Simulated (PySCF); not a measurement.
The calculation's input:

```
{"job": {"kind": "nmr", "xc": "PBE0", "basis": "pcSseg-1"}, "charge": 0, "multiplicity": 1}
C     -2.219133     0.424054     0.028378
C     -1.270055    -0.697780     0.416586
O      0.064347    -0.373963     0.004467
C      1.028614    -0.297726     0.922034
O      0.873342    -0.534327     2.094578
Si     2.658338     0.256486     0.071535
F      2.451371     1.815570    -0.271473
H     -3.235668     0.149082     0.296091
H     -2.169358     0.602564    -1.042773
H     -1.952152     1.341593     0.547322
H     -1.265946    -0.858950     1.499400
H     -1.540376    -1.629135    -0.089955
H      2.803373    -0.397399    -1.216939
H      3.772623     0.199457     0.998607
```

Command:

```sh
OMP_NUM_THREADS=1 python probes_run.py task.json out
```

Geometry: GFN2-xTB.

Theory: PBE0/pcSseg-1, SCF density, gas phase, non-relativistic in PySCF 2.14.0.

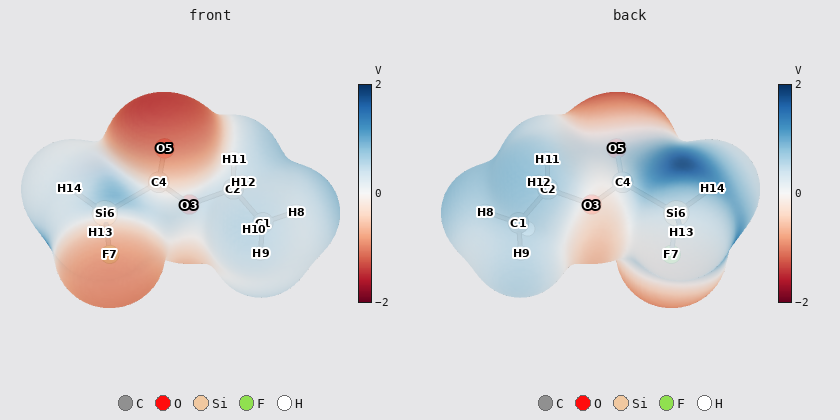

C$_{3}$H$_{7}$FO$_{2}$Si (SMILES CCOC(=O)[SiH2]F). The electrostatic potential painted on the density surface at 0.001 e/bohr³, seen from the front and from behind; the colour scale runs from red (negative) to blue (positive).

### Which sites attract a positive test charge, and which a negative one?

A positive charge is drawn to the negative regions and a negative charge to the positive ones. The most negative region (about −1.4 V) lies over O5, the most positive (about +1.7 V) over Si6. O5 is the likeliest acceptor of a hydrogen bond.

### How polar is the molecule by this calculation?

Its dipole moment is 2.11 D.
